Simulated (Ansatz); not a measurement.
# FGeH₄N (SMILES [NH2][GeH2][F]): what the fields show

Input file:

```
crystal:
  periodic: [false, false, false]
  atoms:
    - { symbol: "N", position_ang: [-0.7891, 0.4797, -0.7189] }
    - { symbol: Ge, position_ang: [0.5529, -0.0382, 0.3724] }
    - { symbol: F, position_ang: [1.62426, 1.33093, 0.59605] }
    - { symbol: H, position_ang: [-0.7745, -0.1106, -1.5549] }
    - { symbol: H, position_ang: [-1.7215, 0.3499, -0.2214] }
    - { symbol: H, position_ang: [1.32745, -1.23817, -0.25585] }
    - { symbol: H, position_ang: [-0.04113, -0.49419, 1.75774] }
basis:
  gaussian: { orbitals: def2-SVPD }
hamiltonian:
  xc: pbe
relax:
  f_tol: 0.015
  max_steps: 40
output:
  orbitals: {}
```

Command:

```sh
ansatz run input.yaml --threads 2 --pin off --max-ram 3072MiB --backend cpu --events-out ev --progress --plain --runs-dir out
```

The fields are those of the relaxed geometry.

The calculation used Ansatz 0.2.0, RKS PBE/def2-SVPD.

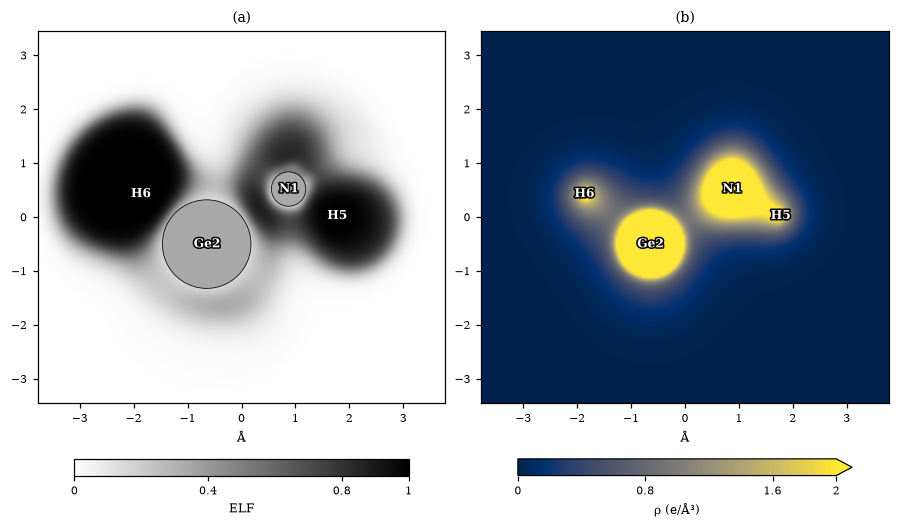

Figure 1. (a) electron localisation function; (b) total electron density on the plane of atoms N1, Ge2 and H6. Grey discs cover the atomic cores in the ELF map.

> Describe what can be read from this map.

The plane passes through N, Ge and H nuclei.
Ge–N (1.83 Å): the density is about 0.97 e/Å³ at the midpoint; the ELF peaks at about 0.90 in the valence shell of N, 0.6 Å from its nucleus, and is about 0.50 at the midpoint.
N–H (1.02 Å): ρ is about 2.7 e/Å³ halfway; the ELF climbs to about 1 towards the hydrogen, as it does in any bond to H: a covalent bond by its length.
Ge–H (1.54 Å): ρ is about 1.1 e/Å³ halfway; the ELF climbs to about 1 towards the hydrogen.

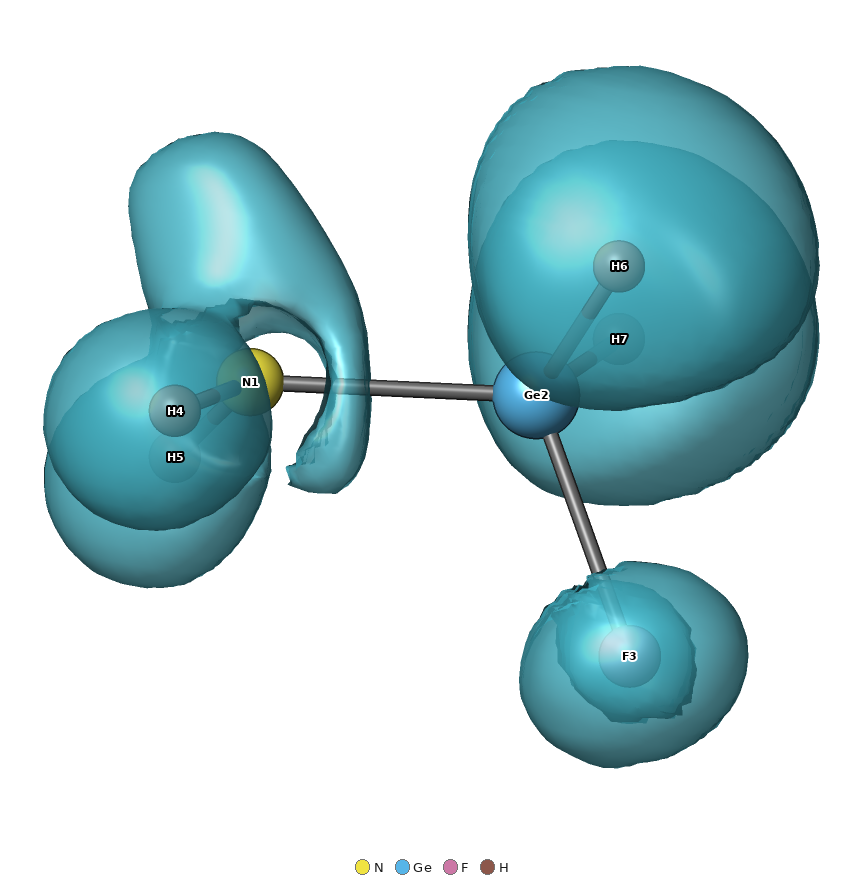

Figure 2. Isosurface of the electron localisation function at 0.8 (cyan), seen from one side. Only the valence region is drawn (cores and ρ < 0.01 e/Å³ removed).

> What do the ELF domains correspond to?

The surface consists of two regions around hydrogen nuclei, one region wrapped around F (its valence shell) and one joined region spread over several atoms (H, N), in which their bonds and any lone pairs are merged.


Ge–F (1.80 Å): the ELF peaks at about 0.80 in the valence shell of F, 0.5 Å from its nucleus, and is about 0.20 at the midpoint.

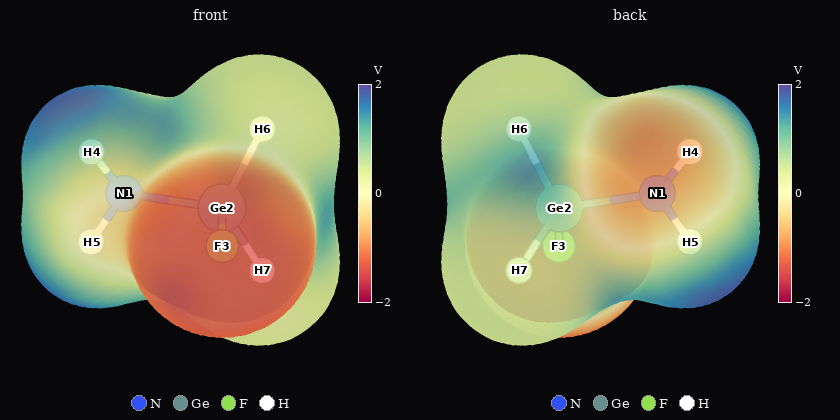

Figure 3. The electrostatic potential painted on the density surface at 0.002 e/bohr³, seen from the front and from behind; the colour scale runs from red (negative) to blue (positive).

> Where is the surface potential most negative and most positive?

The most negative region (about −1.5 V, or −35 kcal/mol for a unit charge) lies over F3, the most positive (about +1.8 V, or +42 kcal/mol for a unit charge) over H4 and H5.
